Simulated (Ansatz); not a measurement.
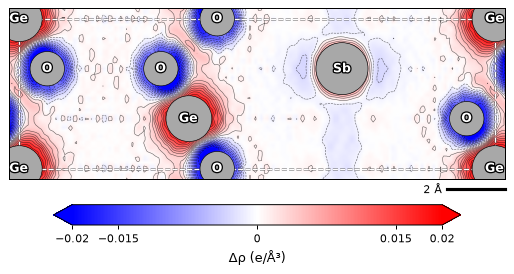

Ge2SbO4. Difference of the valence pseudo-densities of two functionals at the same geometry, on the (110) plane of the calculation cell: one of PBE and r2SCAN less the other.

Space group P-3m1; a generated structure, not necessarily the stable one; computed without spin polarisation.

Both computed with Ansatz (plane waves, PAW), on the same k-point mesh. Grey discs cover the atomic cores.

```
CELL_PARAMETERS angstrom
2.95469 0.00000 0.00000
-1.47734 2.55884 0.00000
0.00000 0.00000 16.24472
ATOMIC_POSITIONS crystal
Ge 0.33333 0.66667 0.32172
Ge 0.66667 0.33333 0.67828
Sb 0.00000 0.00000 0.00000
O 0.66667 0.33333 0.26223
O 0.00000 0.00000 0.38060
O 0.00000 0.00000 0.61940
O 0.33333 0.66667 0.73777
```

Question: Which was subtracted from which, and what does the map show?

Answer: It is PBE less r2SCAN. Against r2SCAN, PBE gives more density around Ge (+0.009 e/Å³ on average at 1.0 Å from the nucleus) and less density around O (−0.014 e/Å³ on average at 0.7 Å from the nucleus).
